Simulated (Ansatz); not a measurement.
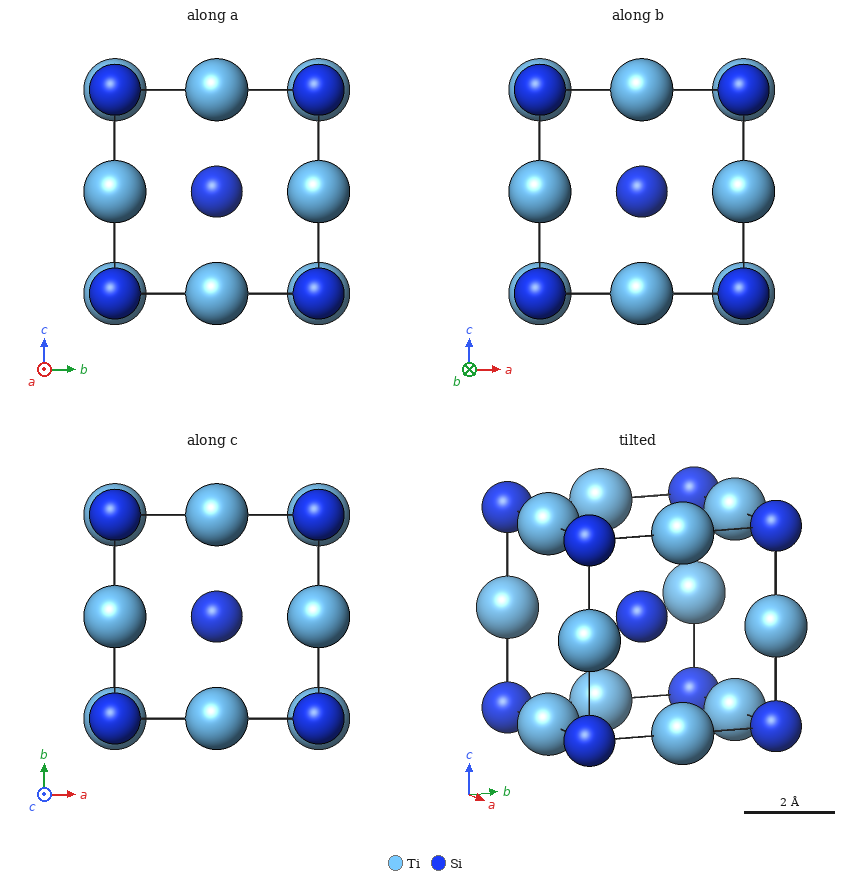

A spheres-only rendering, viewed along the a axis, along the b axis, along the c axis and slightly off an axis. The parallelepiped is the conventional unit cell.

Lattice parameters: a = 4.5491 Å, b = 4.5491 Å, c = 4.5491 Å, α = 90.000°, β = 90.000°, γ = 90.000°.

### Record the structure as a CIF in P1 with every atom of the cell.

```cif
data_structure
_symmetry_space_group_name_H-M 'P 1'
_symmetry_Int_Tables_number 1
_cell_length_a 4.5491
_cell_length_b 4.5491
_cell_length_c 4.5491
_cell_angle_alpha 90.000
_cell_angle_beta 90.000
_cell_angle_gamma 90.000
_cell_volume 94.14
loop_
_atom_site_label
_atom_site_type_symbol
_atom_site_fract_x
_atom_site_fract_y
_atom_site_fract_z
_atom_site_occupancy
Ti1 Ti 0.5000 0.0000 0.0000 1
Ti2 Ti 0.0000 0.5000 0.0000 1
Ti3 Ti 0.0000 0.0000 0.5000 1
Si1 Si 0.5000 0.5000 0.5000 1
Si2 Si 0.0000 0.0000 0.0000 1
```

The cell started as a random cell made by a generator, so it need not be a real form of the compound. Atoms and cell were optimised with DFT PBE, scalar-relativistic, plane waves, PAW (Ansatz).
